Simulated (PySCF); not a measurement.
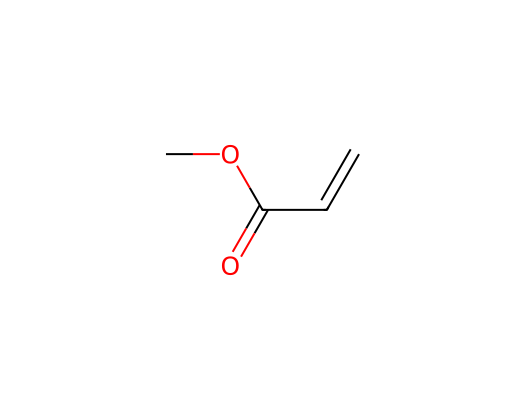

Give its SMILES.

Answer. C=CC(=O)OC

What is the molecular formula?

Answer. C4H6O2.

More results for the same structure follow; atom numbers are the same in all pictures, views and colours differ. The computed structure is the end point of a PBE0-D3(BJ)/def2-TZVP optimisation. No frequency run is at hand to confirm it as a minimum.

### NMR shielding

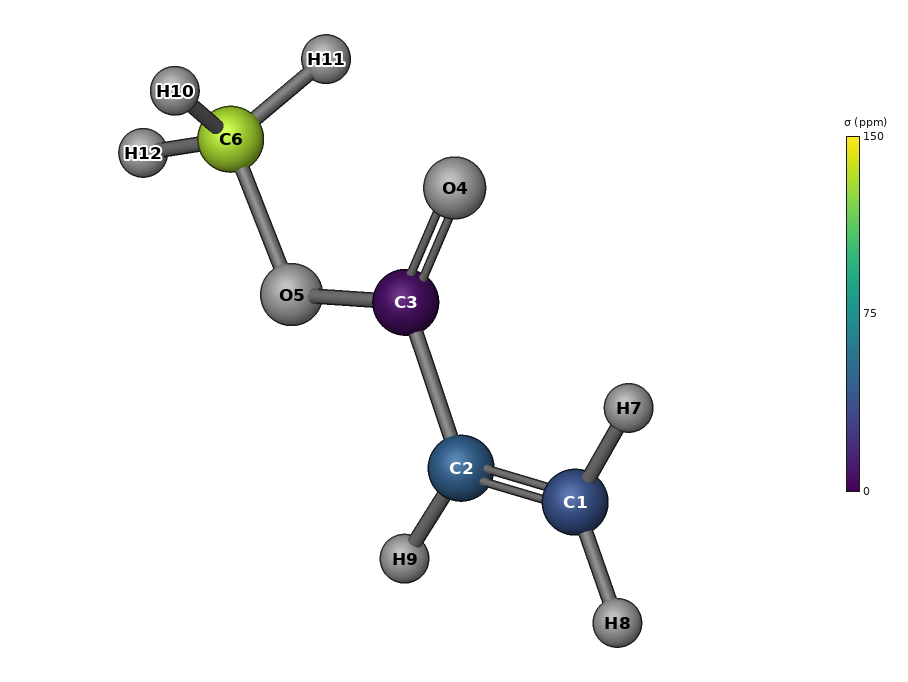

Atoms are coloured by their isotropic NMR shieldings (C only, the others grey). No frequency run is at hand to confirm it as a minimum. Level of theory: GIAO ωB97X-D/pcSseg-2 NMR shielding, non-relativistic, IEF-PCM chloroform (PySCF 2.14.0).

Which C atom is the most shielded (lowest chemical shift)?

Answer. C6 (131.2 ppm).

Which C atom is the least shielded (highest chemical shift)?

Answer. C3 (6.3 ppm).

How wide is the range of C shifts?

Answer. 124.9 ppm.

Give the isotropic NMR shieldings of the C atoms atom by atom.

```tsv
atom	σ (ppm)
C1	38.3
C2	45.7
C3	6.3
C6	131.2
```

### Dipole moment

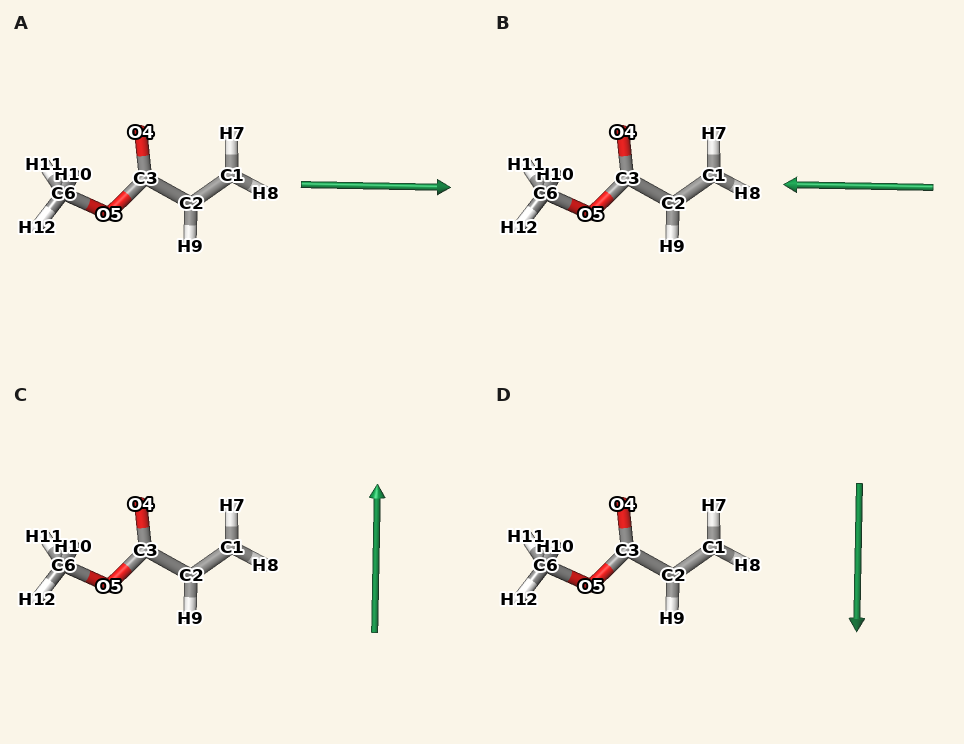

The same molecule four times, each with an arrow. No frequency run is at hand to confirm it as a minimum. Level of theory: ωB97X-D/pcSseg-2, gas phase (PySCF 2.14.0).

Which arrow points along the dipole moment, from the negative to the positive end?

Answer. D. The dipole moment is 1.61 D; it points from the side of O4, H7 to the side of H9 (the outermost atoms at the two ends).

### Charges

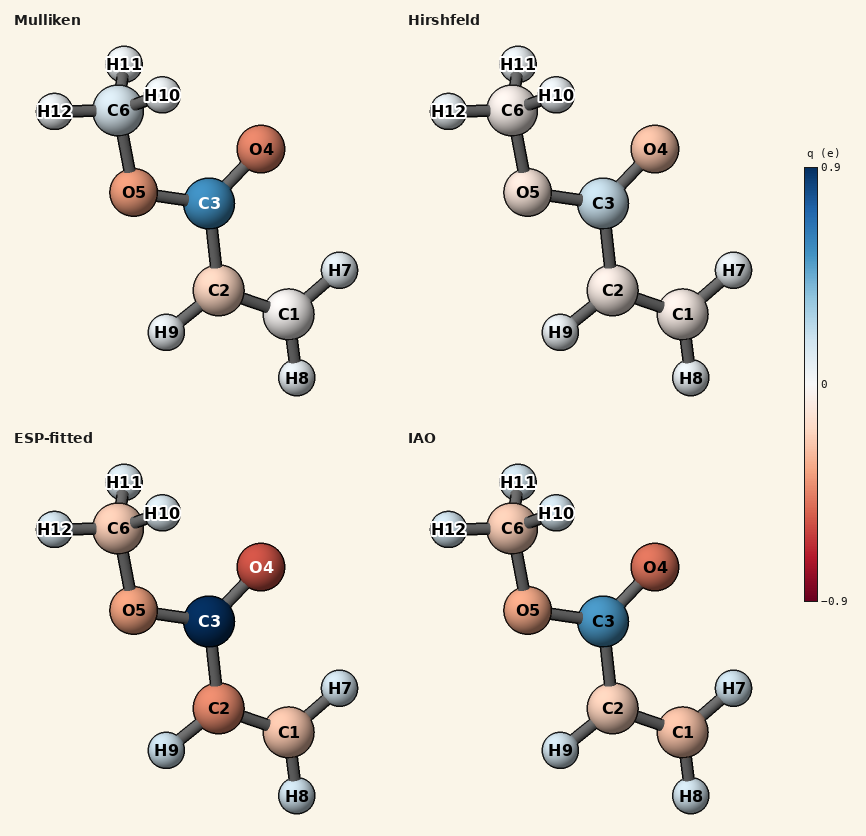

Atomic charges of one calculation by 4 schemes, on one colour scale. No frequency run is at hand to confirm it as a minimum. Level of theory: PBE0/pcSseg-2 (PySCF 2.14.0).

Which scheme gives the most polar picture (largest mean size of the charges)?

Answer. The ESP-fitted charges are the largest in size here, and the Hirshfeld charges the smallest.

On which atom do the schemes disagree most?

Answer. On C3 (from 0.20 to 0.90 e).

List the charges (e), one line for each set of equivalent atoms. Atoms whose distances differ by more than 0.02 Å in this geometry are listed apart.

```
atom  Mulliken  Hirshfeld  ESP-fitted    IAO
  C1     −0.02      −0.06       −0.24  −0.26
  C2     −0.19      −0.06       −0.42  −0.21
  C3      0.55       0.20        0.90   0.52
  O4     −0.44      −0.26       −0.56  −0.48
  O5     −0.37      −0.11       −0.36  −0.34
  C6      0.14      −0.04       −0.22  −0.22
  H7      0.08       0.06        0.16   0.18
  H8      0.07       0.06        0.18   0.17
  H9      0.05       0.05        0.19   0.17
 H10      0.04       0.05        0.12   0.16
 H11      0.04       0.05        0.13   0.16
 H12      0.05       0.06        0.15   0.17
```

Mulliken values depend strongly on the basis set and can even reverse the polarity of a bond.
